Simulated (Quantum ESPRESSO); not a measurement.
# In2Se2, 1 layer, rectangular cell: a series in strain along the first axis, part 4 of 7

Aim: how the results for In2Se2, 1 layer, rectangular cell change with strain along the first axis.

Quantum ESPRESSO 7.5; plane-wave DFT, PBE, GBRV ultrasoft pseudopotentials.

So far. Step 2 (Variable-cell relaxation of the reference):  The last row is no step: it is a fresh SCF in the final cell with a new plane-wave basis, +1 meV from the row before. Step 3 (Relaxation with pw.x, -4 %): The relaxation lowers the energy by 5 meV an atom.

### Step 6. Bands along a path, -4 %

Bands along a path place the edges.

m0.bands.in

```
&control
  prefix = 'm0.bands'
  outdir = './out'
  pseudo_dir = './pseudo'
  calculation = 'bands'
/
&system
  ibrav = 0
  nat = 8
  ntyp = 2
  ecutwfc = 40
  ecutrho = 200
  occupations = 'smearing'
  smearing = 'fd'
  degauss = 0.002
  nbnd = 44
/
&electrons
  conv_thr = 1e-07
  mixing_beta = 0.4
  electron_maxstep = 120
  mixing_mode = 'plain'
/
ATOMIC_SPECIES
  Se  78.9710  se_pbe_v1.uspp.F.UPF
  In  114.8180  in_pbe_v1.4.uspp.F.UPF
CELL_PARAMETERS angstrom
  3.91768792128000 0.00000000000000 0.00000000000000
  0.00000000000000 7.06788813800000 0.00000000000000
  0.00000000000000 0.00000000000000 20.14290946400000
ATOMIC_POSITIONS crystal
  Se  0.000000000000 0.330860717900 0.364515995800
  Se  0.500000000000 0.830860791300 0.364515831300
  In  0.000000000000 0.002472385100 0.430036279000
  In  0.500000000000 0.502472772400 0.430036284300
  In  0.000000000000 0.002472385100 0.569963721000
  In  0.500000000000 0.502472772400 0.569963715700
  Se  0.000000000000 0.330860717900 0.635484004200
  Se  0.500000000000 0.830860791300 0.635484168700
K_POINTS crystal_b
5
  0.0000000000 0.0000000000 0.0000000000 12
  0.5000000000 0.0000000000 0.0000000000 12
  0.5000000000 0.5000000000 0.0000000000 12
  0.0000000000 0.5000000000 0.0000000000 12
  0.0000000000 0.0000000000 0.0000000000 1
```

The run is started by

```bash
$ cp -r out/m0.scf.save out/m0.bands.save
$ cp out/m0.scf.xml out/m0.bands.xml
$ OMP_NUM_THREADS=1 mpirun -n 4 pw.x -nk 4 -in m0.bands.in > m0.bands.out
```

What it wrote:

```text
[banner, memory and clock lines left out]
Program PWSCF v.7.5 starts

          URL

     Atomic positions and unit cell read from directory:
     ./out/m0.bands.save/

     Found identity + ( -0.5000 -0.5000 -0.0000) symmetry
     This is a supercell, fractional translations are disabled
     Message from routine setup:
     using ibrav=0 with symmetry is DISCOURAGED, use correct ibrav instead

     G-vector sticks info

     bravais-lattice index     =            0
     lattice parameter (alat)  =       7.4034  a.u.
     unit-cell volume          =    3763.9020 (a.u.)^3
     number of atoms/cell      =            8
     number of atomic types    =            2
     number of electrons       =        76.00
     number of Kohn-Sham states=           44
     kinetic-energy cutoff     =      40.0000  Ry
     charge density cutoff     =     200.0000  Ry
     Exchange-correlation=  SLA  PW   PBX  PBC
                           (   1   4   3   4   0   0   0)

     celldm(1)=   7.403357  celldm(2)=   0.000000  celldm(3)=   0.000000
     celldm(4)=   0.000000  celldm(5)=   0.000000  celldm(6)=   0.000000

     crystal axes: (cart. coord. in units of alat)
               a(1) = (   1.000000   0.000000   0.000000 )
               a(2) = (   0.000000   1.804097   0.000000 )
               a(3) = (   0.000000   0.000000   5.141530 )

     reciprocal axes: (cart. coord. in units 2 pi/alat)
               b(1) = (  1.000000  0.000000  0.000000 )
               b(2) = (  0.000000  0.554294  0.000000 )
               b(3) = (  0.000000  0.000000  0.194495 )

     PseudoPot. # 1 for Se read from file:
     ./pseudo/se_pbe_v1.uspp.F.UPF
     Pseudo is Ultrasoft + core correction, Zval =  6.0
     Generated by new atomic code, or converted to UPF format
     Using radial grid of  877 points,  6 beta functions with:
                l(1) =   0
                l(2) =   0
                l(3) =   1
                l(4) =   1
                l(5) =   2
                l(6) =   2
     Q(r) pseudized with  8 coefficients,  rinner =    1.300   1.300   1.300
                                                       1.300   1.300

     PseudoPot. # 2 for In read from file:
     ./pseudo/in_pbe_v1.4.uspp.F.UPF
     Pseudo is Ultrasoft + core correction, Zval = 13.0
     Generated by new atomic code, or converted to UPF format
     Using radial grid of  889 points,  6 beta functions with:
                l(1) =   0
                l(2) =   0
                l(3) =   1
                l(4) =   1
                l(5) =   2
                l(6) =   2
     Q(r) pseudized with  6 coefficients,  rinner =    1.400   1.400   1.400
                                                       1.400   1.400

     atomic species   valence    mass     pseudopotential
     Se                6.00    78.97100     Se( 1.00)
     In               13.00   114.81800     In( 1.00)

      4 Sym. Ops. (no inversion) found

   Cartesian axes

     site n.     atom                  positions (alat units)
         1        Se     tau(   1) = (   0.0000000   0.5969048   1.8741699  )
         2        Se     tau(   2) = (   0.5000000   1.4989533   1.8741690  )
         3        In     tau(   3) = (   0.0000000   0.0044604   2.2110444  )
         4        In     tau(   4) = (   0.5000000   0.9065095   2.2110444  )
         5        In     tau(   5) = (   0.0000000   0.0044604   2.9304855  )
         6        In     tau(   6) = (   0.5000000   0.9065095   2.9304855  )
         7        Se     tau(   7) = (   0.0000000   0.5969048   3.2673600  )
         8        Se     tau(   8) = (   0.5000000   1.4989533   3.2673608  )

     number of k points=    49  Fermi-Dirac smearing, width (Ry)=  0.0020
                       cart. coord. in units 2pi/alat
        k(    1) = (   0.0000000   0.0000000   0.0000000), wk =   0.0408163
        k(    2) = (   0.0416667   0.0000000   0.0000000), wk =   0.0408163
        k(    3) = (   0.0833333   0.0000000   0.0000000), wk =   0.0408163
        k(    4) = (   0.1250000   0.0000000   0.0000000), wk =   0.0408163
        k(    5) = (   0.1666667   0.0000000   0.0000000), wk =   0.0408163
        k(    6) = (   0.2083333   0.0000000   0.0000000), wk =   0.0408163
        k(    7) = (   0.2500000   0.0000000   0.0000000), wk =   0.0408163
        k(    8) = (   0.2916667   0.0000000   0.0000000), wk =   0.0408163
        k(    9) = (   0.3333333   0.0000000   0.0000000), wk =   0.0408163
        k(   10) = (   0.3750000   0.0000000   0.0000000), wk =   0.0408163
        k(   11) = (   0.4166667   0.0000000   0.0000000), wk =   0.0408163
        k(   12) = (   0.4583333   0.0000000   0.0000000), wk =   0.0408163
        k(   13) = (   0.5000000   0.0000000   0.0000000), wk =   0.0408163
        k(   14) = (   0.5000000   0.0230956   0.0000000), wk =   0.0408163
        k(   15) = (   0.5000000   0.0461912   0.0000000), wk =   0.0408163
        k(   16) = (   0.5000000   0.0692867   0.0000000), wk =   0.0408163
        k(   17) = (   0.5000000   0.0923823   0.0000000), wk =   0.0408163
        k(   18) = (   0.5000000   0.1154779   0.0000000), wk =   0.0408163
        k(   19) = (   0.5000000   0.1385735   0.0000000), wk =   0.0408163
        k(   20) = (   0.5000000   0.1616691   0.0000000), wk =   0.0408163
        k(   21) = (   0.5000000   0.1847647   0.0000000), wk =   0.0408163
        k(   22) = (   0.5000000   0.2078602   0.0000000), wk =   0.0408163
        k(   23) = (   0.5000000   0.2309558   0.0000000), wk =   0.0408163
        k(   24) = (   0.5000000   0.2540514   0.0000000), wk =   0.0408163
        k(   25) = (   0.5000000   0.2771470   0.0000000), wk =   0.0408163
        k(   26) = (   0.4583333   0.2771470   0.0000000), wk =   0.0408163
        k(   27) = (   0.4166667   0.2771470   0.0000000), wk =   0.0408163
        k(   28) = (   0.3750000   0.2771470   0.0000000), wk =   0.0408163
        k(   29) = (   0.3333333   0.2771470   0.0000000), wk =   0.0408163
        k(   30) = (   0.2916667   0.2771470   0.0000000), wk =   0.0408163
        k(   31) = (   0.2500000   0.2771470   0.0000000), wk =   0.0408163
        k(   32) = (   0.2083333   0.2771470   0.0000000), wk =   0.0408163
        k(   33) = (   0.1666667   0.2771470   0.0000000), wk =   0.0408163
        k(   34) = (   0.1250000   0.2771470   0.0000000), wk =   0.0408163
        k(   35) = (   0.0833333   0.2771470   0.0000000), wk =   0.0408163
        k(   36) = (   0.0416667   0.2771470   0.0000000), wk =   0.0408163
        k(   37) = (   0.0000000   0.2771470   0.0000000), wk =   0.0408163
        k(   38) = (   0.0000000   0.2540514   0.0000000), wk =   0.0408163
        k(   39) = (   0.0000000   0.2309558   0.0000000), wk =   0.0408163
[...]
-15.1954 -15.1954 -15.0923 -15.0923 -15.0894 -15.0894 -14.9742 -14.9742
   -14.8989 -14.8989 -14.8603 -14.8603 -14.8585 -14.8585 -14.7729 -14.7729
   -14.7310 -14.7310 -14.5941 -14.5941 -13.0170 -13.0170 -12.9229 -12.9229
    -6.3298  -6.3297  -4.9675  -4.9675  -3.4922  -3.4922  -2.8498  -2.8498
    -2.6332  -2.6331  -2.4272  -2.4272  -1.3407  -1.3406   1.8818   1.8818
     2.2375   2.2375   3.2881   3.2881

          k = 0.1250 0.2771 0.0000 ( 16064 PWs)   bands (ev):

   -15.1879 -15.1879 -15.0907 -15.0907 -15.0778 -15.0778 -14.9719 -14.9719
   -14.8984 -14.8984 -14.8619 -14.8619 -14.8604 -14.8604 -14.7729 -14.7729
   -14.7298 -14.7298 -14.5988 -14.5988 -13.0806 -13.0806 -12.9835 -12.9835
    -6.3450  -6.3450  -4.9053  -4.9053  -3.4899  -3.4899  -2.8833  -2.8833
    -2.4121  -2.4121  -2.2300  -2.2300  -1.3267  -1.3267   1.8472   1.8472
     2.2245   2.2245   3.4923   3.4924

          k = 0.0833 0.2771 0.0000 ( 16100 PWs)   bands (ev):

   -15.1834 -15.1834 -15.0888 -15.0888 -15.0693 -15.0693 -14.9695 -14.9695
   -14.8991 -14.8990 -14.8621 -14.8621 -14.8609 -14.8609 -14.7737 -14.7737
   -14.7284 -14.7284 -14.6025 -14.6025 -13.1288 -13.1288 -13.0295 -13.0295
    -6.3612  -6.3612  -4.8691  -4.8691  -3.5030  -3.5030  -2.9132  -2.9132
    -2.1814  -2.1814  -2.0285  -2.0285  -1.3252  -1.3252   1.7733   1.7733
     2.0925   2.0925   3.7338   3.7338

          k = 0.0417 0.2771 0.0000 ( 16084 PWs)   bands (ev):

   -15.1811 -15.1811 -15.0873 -15.0873 -15.0642 -15.0642 -14.9676 -14.9676
   -14.8998 -14.8998 -14.8614 -14.8614 -14.8606 -14.8606 -14.7746 -14.7746
   -14.7273 -14.7273 -14.6048 -14.6048 -13.1589 -13.1589 -13.0581 -13.0581
    -6.3731  -6.3730  -4.8511  -4.8511  -3.5158  -3.5158  -2.9329  -2.9329
    -2.0039  -2.0039  -1.8752  -1.8752  -1.3294  -1.3294   1.6975   1.6975
     1.9575   1.9575   3.7377   3.7377

          k = 0.0000 0.2771 0.0000 ( 16102 PWs)   bands (ev):

   -15.1805 -15.1805 -15.0868 -15.0868 -15.0626 -15.0626 -14.9668 -14.9668
   -14.9002 -14.9002 -14.8611 -14.8611 -14.8605 -14.8605 -14.7749 -14.7749
   -14.7269 -14.7269 -14.6057 -14.6056 -13.1692 -13.1691 -13.0679 -13.0679
    -6.3774  -6.3773  -4.8457  -4.8457  -3.5208  -3.5208  -2.9398  -2.9398
    -1.9361  -1.9361  -1.8173  -1.8173  -1.3322  -1.3322   1.6649   1.6649
     1.9020   1.9020   3.6884   3.6884

          k = 0.0000 0.2541 0.0000 ( 16102 PWs)   bands (ev):

   -15.1918 -15.1703 -15.0899 -15.0818 -15.0787 -15.0457 -14.9669 -14.9669
   -14.9015 -14.8990 -14.8653 -14.8644 -14.8568 -14.8564 -14.7774 -14.7722
   -14.7274 -14.7265 -14.6120 -14.5997 -13.2380 -13.1341 -13.0992 -13.0008
    -6.3842  -6.3801  -4.9814  -4.7206  -3.6378  -3.3802  -2.9604  -2.8978
    -1.9973  -1.8734  -1.8726  -1.7607  -1.3799  -1.2965   1.6398   1.6656
     1.7664   2.0546   3.5944   3.6428

          k = 0.0000 0.2310 0.0000 ( 16103 PWs)   bands (ev):

   -15.2036 -15.1620 -15.0938 -15.0916 -15.0747 -15.0285 -14.9671 -14.9670
   -14.9027 -14.8977 -14.8696 -14.8683 -14.8526 -14.8523 -14.7796 -14.7693
   -14.7278 -14.7260 -14.6187 -14.5940 -13.3050 -13.1984 -13.0293 -12.9338
    -6.4019  -6.3906  -5.1226  -4.6109  -3.7288  -3.2193  -2.9638  -2.8309
    -2.0559  -1.9258  -1.8101  -1.7038  -1.4405  -1.2717   1.5887   1.6447
     1.6499   2.2202   3.5061   3.5110

          k = 0.0000 0.2079 0.0000 ( 16095 PWs)   bands (ev):

   -15.2153 -15.1557 -15.1080 -15.0925 -15.0652 -15.0109 -14.9672 -14.9671
   -14.9039 -14.8965 -14.8737 -14.8718 -14.8486 -14.8482 -14.7817 -14.7661
   -14.7282 -14.7255 -14.6256 -14.5888 -13.3689 -13.2600 -12.9605 -12.8680
    -6.4305  -6.4068  -5.2643  -4.5198  -3.7928  -3.0421  -2.9543  -2.7374
    -2.1113  -1.9760  -1.7474  -1.6474  -1.5137  -1.2562   1.5120   1.5532
     1.6066   2.3916   3.3411   3.4372

          k = 0.0000 0.1848 0.0000 ( 16093 PWs)   bands (ev):

   -15.2265 -15.1514 -15.1209 -15.0927 -15.0537 -14.9936 -14.9676 -14.9673
   -14.9050 -14.8954 -14.8775 -14.8751 -14.8447 -14.8443 -14.7835 -14.7625
   -14.7286 -14.7251 -14.6329 -14.5840 -13.4292 -13.3180 -12.8939 -12.8045
    -6.4690  -6.4266  -5.4022  -4.4483  -3.8303  -2.9355  -2.8529  -2.6180
    -2.1627  -2.0227  -1.6864  -1.5981  -1.5927  -1.2481   1.4117   1.4760
     1.5560   2.5495   3.1739   3.3718

          k = 0.0000 0.1617 0.0000 ( 16113 PWs)   bands (ev):

   -15.2370 -15.1487 -15.1325 -15.0926 -15.0411 -14.9767 -14.9680 -14.9676
   -14.9061 -14.8945 -14.8811 -14.8780 -14.8413 -14.8408 -14.7851 -14.7585
   -14.7289 -14.7246 -14.6404 -14.5797 -13.4849 -13.3716 -12.8309 -12.7446
    -6.5150  -6.4481  -5.5323  -4.3952  -3.8435  -2.9108  -2.6566  -2.4765
    -2.2095  -2.0652  -1.6915  -1.6283  -1.5407  -1.2458   1.2909   1.4167
     1.4979   2.6253   3.0804   3.3141

          k = 0.0000 0.1386 0.0000 ( 16121 PWs)   bands (ev):

   -15.2464 -15.1471 -15.1427 -15.0923 -15.0281 -14.9684 -14.9678 -14.9608
   -14.9070 -14.8936 -14.8844 -14.8805 -14.8381 -14.8374 -14.7866 -14.7539
   -14.7292 -14.7242 -14.6482 -14.5759 -13.5351 -13.4200 -12.7728 -12.6893
    -6.5652  -6.4697  -5.6516  -4.3576  -3.8358  -2.8832  -2.4585  -2.3188
    -2.2511  -2.1031  -1.7904  -1.5744  -1.4927  -1.2480   1.1546   1.3733
     1.4372   2.5286   3.1570   3.2635

          k = 0.0000 0.1155 0.0000 ( 16129 PWs)   bands (ev):

   -15.2545 -15.1515 -15.1463 -15.0920 -15.0155 -14.9689 -14.9680 -14.9462
   -14.9078 -14.8929 -14.8872 -14.8827 -14.8353 -14.8345 -14.7878 -14.7488
   -14.7294 -14.7239 -14.6563 -14.5726 -13.5793 -13.4625 -12.7207 -12.6400
    -6.6159  -6.4900  -5.7572  -4.3321  -3.8121  -2.8551  -2.2871  -2.2646
    -2.1527  -2.1358  -1.8904  -1.5261  -1.4497  -1.2536   1.0087   1.3429
     1.3782   2.3487   3.2200   3.3190

          k = 0.0000 0.0924 0.0000 ( 16145 PWs)   bands (ev):

   -15.2614 -15.1587 -15.1458 -15.0916 -15.0040 -14.9693 -14.9683 -14.9336
   -14.9085 -14.8924 -14.8896 -14.8845 -14.8330 -14.8320 -14.7888 -14.7431
   -14.7296 -14.7236 -14.6645 -14.5699 -13.6166 -13.4984 -12.6760 -12.5977
    -6.6634  -6.5080  -5.8468  -4.3156  -3.7781  -2.8287  -2.3170  -2.1631
    -2.0823  -1.9875  -1.9863  -1.4845  -1.4127  -1.2619   0.8613   1.3229
     1.3246   2.1606   3.1838   3.4941

          k = 0.0000 0.0693 0.0000 ( 16117 PWs)   bands (ev):

   -15.2668 -15.1643 -15.1457 -15.0913 -14.9943 -14.9697 -14.9685 -14.9231
   -14.9090 -14.8919 -14.8914 -14.8858 -14.8311 -14.8300 -14.7896 -14.7368
   -14.7297 -14.7233 -14.6726 -14.5677 -13.6465 -13.5270 -12.6398 -12.5635
    -6.7042  -6.5228  -5.9186  -4.3054  -3.7403  -2.8061  -2.3406  -2.1846
    -2.0718  -1.9203  -1.8345  -1.4508  -1.3829  -1.2723   0.7227   1.2795
     1.3105   1.9912   3.1551   3.5732

          k = 0.0000 0.0462 0.0000 ( 16107 PWs)   bands (ev):

   -15.2706 -15.1683 -15.1458 -15.0910 -14.9869 -14.9700 -14.9686 -14.9154
   -14.9094 -14.8928 -14.8917 -14.8868 -14.8296 -14.8285 -14.7901 -14.7306
   -14.7297 -14.7232 -14.6802 -14.5660 -13.6682 -13.5478 -12.6132 -12.5384
    -6.7354  -6.5338  -5.9710  -4.2994  -3.7059  -2.7887  -2.3576  -2.2001
    -2.1402  -1.7890  -1.7072  -1.4260  -1.3609  -1.2842   0.6059   1.2454
     1.3035   1.8565   3.1343   3.5490

          k = 0.0000 0.0231 0.0000 ( 16101 PWs)   bands (ev):

   -15.2730 -15.1708 -15.1458 -15.0908 -14.9823 -14.9702 -14.9686 -14.9106
   -14.9096 -14.8936 -14.8916 -14.8874 -14.8288 -14.8276 -14.7904 -14.7298
   -14.7253 -14.7231 -14.6863 -14.5650 -13.6815 -13.5605 -12.5969 -12.5231
    -6.7551  -6.5405  -6.0029  -4.2963  -3.6816  -2.7778  -2.3679  -2.2095
    -2.1847  -1.7009  -1.6214  -1.4108  -1.3475  -1.2952   0.5265   1.2242
     1.3000   1.7694   3.1218   3.5340

          k = 0.0000 0.0000 0.0000 ( 16081 PWs)   bands (ev):

   -15.2738 -15.1716 -15.1457 -15.0907 -14.9807 -14.9703 -14.9687 -14.9097
   -14.9089 -14.8939 -14.8915 -14.8875 -14.8284 -14.8272 -14.7906 -14.7299
   -14.7230 -14.7230 -14.6889 -14.5647 -13.6859 -13.5648 -12.5914 -12.5179
    -6.7617  -6.5428  -6.0136  -4.2954  -3.6728  -2.7740  -2.3713  -2.2126
    -2.2003  -1.6693  -1.5908  -1.4057  -1.3429  -1.3000   0.4980   1.2170
     1.2990   1.7392   3.1175   3.5289

     XML data file, pseudopotentials, collected wavefunctions

                                        0.00s GPU  (     675 calls)
```

The job ended after 3.8 min (4 MPI ranks of Arm Neoverse V2, shared host; peak memory 0.89 GiB).

Read from the output:

| Quantity | Value |
| --- | --- |
| valence top, on the run's zero | -1.202 eV |
| gap by band count | 1.700 eV |

Band numbers count within the set of bands kept for display. The electronic bands at the labelled points (eV, zero at the highest filled level of the SCF mesh; v1 is the highest filled band, c1 the lowest empty one):

```tsv
point	v4	v3	v2	v1	c1	c2	c3	c4
Γ	-0.38	-0.20	-0.14	-0.09	1.70	2.42	2.51	2.95
X	-1.37	-1.37	-0.58	-0.58	2.85	2.85	3.00	3.00
S	-1.31	-1.31	-0.86	-0.86	2.27	2.27	2.31	2.31
Y	-0.61	-0.61	-0.13	-0.13	2.87	2.87	3.11	3.11
Γ	-0.38	-0.20	-0.14	-0.09	1.70	2.42	2.51	2.95
```

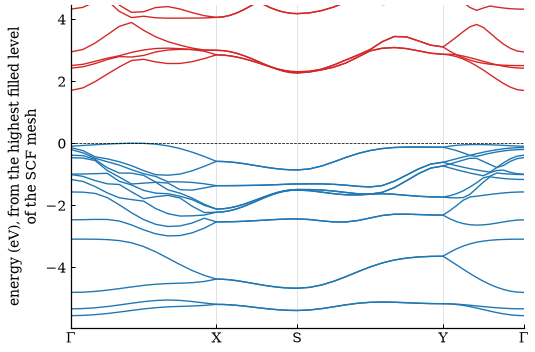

Electronic bands along the path; lines of filled and empty bands in two colours.

Along this path the valence top lies between Γ and X and the conduction bottom at Γ.

(Part 4 of 7 ends here.)

[Logs are printed without paths, hosts, clocks, repeated set-up lines and the standing remarks that a program may print on its own settings, such as how far it seeks lower states.]

[Hosts, paths, dates, database ids (printed as entryN), source tags and the programs' standing remarks are cut or masked in the printed files.]

[Maps of the electrostatic potential energy from Ansatz leave out the sawtooth potential of an applied field or a dipole correction, so their vacuum need not be flat; planar profiles and work functions include it.]
